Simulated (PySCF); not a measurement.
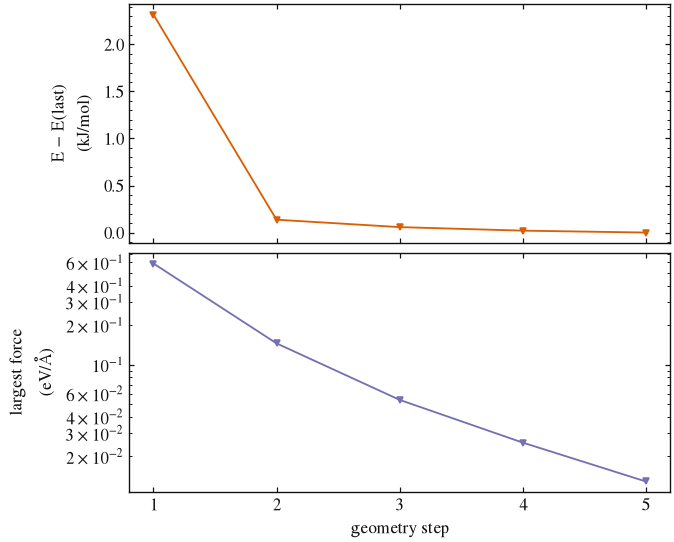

History of a geometry optimisation.

C3H5FS (SMILES C[C@@H]1S[C@H]1F); PySCF, PBE0-D3(BJ)/def2-SVP, geometry optimisation.

Q: How did it end, and what did it gain?

A: The optimisation met its thresholds at geometry 5, counting the start as the first. The energy fell by about 2.3 kJ/mol from the first step to the last. The largest force goes from about 0.59 eV/Å at the start to 0.013 eV/Å at the end.
